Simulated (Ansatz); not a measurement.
## Profile along the Ru–Ru line in Ru (hcp, Mg type)

Ru (hcp, Mg type), conventional cell a = b = 2.6919 Å, c = 4.2457 Å, α = β = 90.00°, γ = 120.00°. The calculation uses the primitive cell of 2 atoms, to which meshes and values per cell refer.

Fields along a shortest Ru–Ru line of a (0001) plane (2.69 Å), from Ru to Ru, interpolated on the slice's grid (step about 0.1 Å). Method: PBEsol (plane waves to 420 eV, PAW, scalar-relativistic; Ansatz, a program for electronic structure). k mesh 20×20×11. Inside the PAW spheres the values are not all-electron values, and peaks at nuclei hang on which shells count as valence. Ru is run without spin polarisation. Ru was relaxed with its symmetry unable to fall.

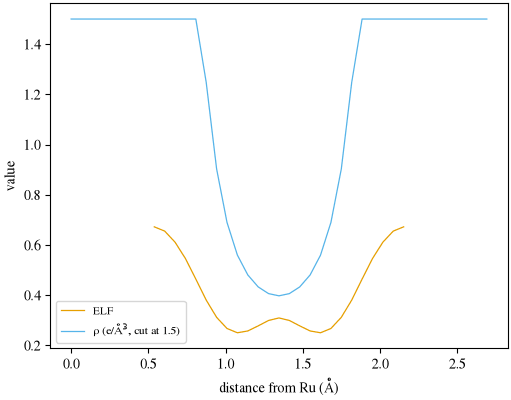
Fig. 1. ELF (away from the nuclei) and valence density from Ru to Ru.

Density on the Ru–Ru line (2.69 Å) at its midpoint: 0.40 e/Å³. ELF at that point: 0.31.
